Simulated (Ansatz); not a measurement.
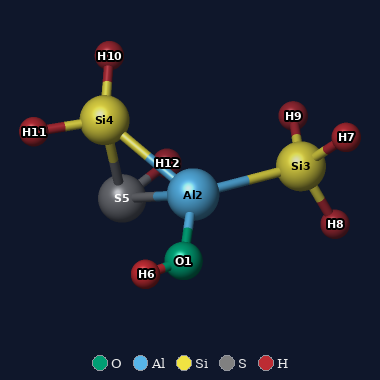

The system is AlH₇OSSi₂; the picture shows the reference structure. 
- First axis: dihedral H6–O1–Al2–Si3. Second axis: dihedral Si4–Al2–Si3–H7.
- Nothing is relaxed (all other coordinates rigid).
- The scan uses a 12 × 13 grid.
- Energies are in kJ/mol, from the relaxed molecule at the same level.
- Method: RKS PBE0-D4/def2-SVP in Ansatz.

Its coordinates:

```xyz
12

O    -1.9159    0.8894    1.4083
Al   -0.5496    0.4557    0.4775
Si    1.4882   -0.3025    1.5641
Si   -0.4695    0.7204   -1.9154
S    -0.9926   -1.4124   -1.2366
H    -2.7317    1.3002    1.1217
H     2.2465    0.7918    2.2512
H     1.2264   -1.3782    2.5740
H     2.4066   -0.8900    0.5287
H     0.7274    0.5682   -2.7993
H    -1.6439    1.0529   -2.7816
H     0.2850   -1.8505   -1.1586
```

Range: dihedral H6–O1–Al2–Si3 from −180 to 150°; dihedral Si4–Al2–Si3–H7 from 13 to 193°.

Q: Predict the map.

A: The lowest grid point is at dihedral H6–O1–Al2–Si3 = −180°, dihedral Si4–Al2–Si3–H7 = 103°, 0.12 kJ/mol from the relaxed molecule at the same level. The energy also falls towards the edge at dihedral H6–O1–Al2–Si3 = −180°, dihedral Si4–Al2–Si3–H7 = 13° (2.0 kJ/mol above the lowest) and dihedral H6–O1–Al2–Si3 = −180°, dihedral Si4–Al2–Si3–H7 = 193° (2.1 kJ/mol above the lowest), where a further well may lie outside the range. There is a further well near dihedral H6–O1–Al2–Si3 = −30°, dihedral Si4–Al2–Si3–H7 = 103° (3.1 kJ/mol above the lowest at that grid point). The highest grid point, dihedral H6–O1–Al2–Si3 = 60°, dihedral Si4–Al2–Si3–H7 = 163°, lies 11.7 kJ/mol above the lowest. On the interpolated surface the easiest way out of the lowest well to the well at dihedral H6–O1–Al2–Si3 = −30°, dihedral Si4–Al2–Si3–H7 = 103° passes a barrier of about 5.2 kJ/mol. Round the minimum the two coordinates are nearly uncoupled.

```
dihedral Si4–Al2–Si3–H7 ↓, dihedral H6–O1–Al2–Si3 →  −180  −150  −120  −90  −60  −30    0    30    60    90  120  150
                                                193   2.2   4.4   6.9  7.4  6.0  5.1  6.3   9.0  10.6   9.4  5.9  2.7
                                                178   3.0   5.2   7.7  8.3  7.0  6.0  7.2   9.8  11.6  10.4  6.9  3.6
                                                163   3.2   5.3   7.9  8.6  7.4  6.4  7.4  10.0  11.8  10.7  7.2  3.9
                                                148   2.7   4.7   7.2  7.9  6.8  5.9  6.9   9.5  11.2  10.2  6.7  3.4
                                                133   1.6   3.5   6.0  6.7  5.6  4.8  5.9   8.4  10.1   9.0  5.6  2.4
                                                118   0.6   2.5   4.9  5.5  4.5  3.7  4.9   7.5   9.1   8.0  4.6  1.3
                                                103   0.1   2.1   4.5  5.1  4.0  3.2  4.5   7.1   8.7   7.5  4.1  0.8
                                                 88   0.5   2.5   5.0  5.6  4.4  3.6  4.8   7.5   9.1   8.0  4.5  1.2
                                                 73   1.6   3.6   6.1  6.8  5.5  4.6  5.8   8.5  10.2   9.1  5.7  2.3
                                                 58   2.7   4.7   7.2  7.9  6.7  5.7  6.8   9.4  11.2  10.2  6.8  3.5
                                                 43   3.3   5.1   7.5  8.2  7.1  6.2  7.2   9.7  11.6  10.7  7.4  4.1
                                                 28   3.0   4.8   7.1  7.7  6.6  5.8  6.8   9.3  11.1  10.2  7.0  3.8
                                                 13   2.2   3.9   6.1  6.7  5.6  4.8  5.9   8.4  10.1   9.2  6.1  2.9
```

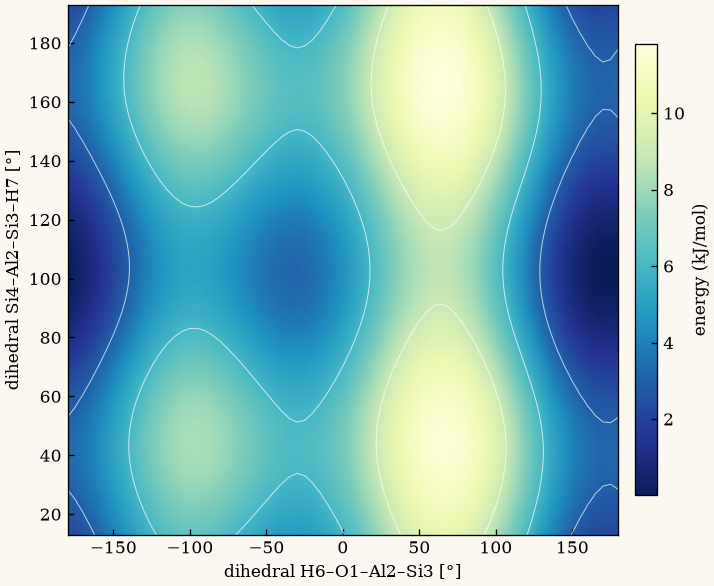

Drawn: a smooth colour map with a few white contour lines. Between grid points the surface is interpolated.

The whole map (156 points run) took 41 min on 1 thread of Arm Neoverse N1, with other jobs on the host.
